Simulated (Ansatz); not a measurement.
# Hypothetical rock salt PdGe: pressure series

The reference is PdGe in the rock salt structure (space group Fm-3m, No. 225; a = 5.215 Å; a hypothetical phase, not in the database extracts checked).

Cell and atoms are relaxed at each pressure.

Computed with Ansatz (a quantum-chemistry and plane-wave program), PBE, PAW, cutoff 420 eV, no spin-orbit coupling, earlier PAW set.

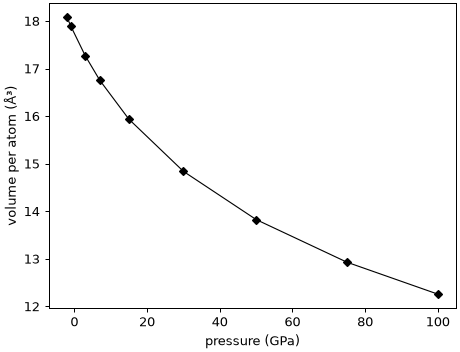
Volume against pressure

Estimate the zero-pressure bulk modulus from the plot.

About 110 GPa; a third-order Birch–Murnaghan fit to the points gives V₀ = 17.72 Å³/atom, B₀ = 109 GPa and B₀′ = 4.9.

Load acts through the strain it causes; cell and atoms are relaxed under it. Stability against distortions was not tested. No other phases were tried under pressure. All final runs are without spin polarisation.
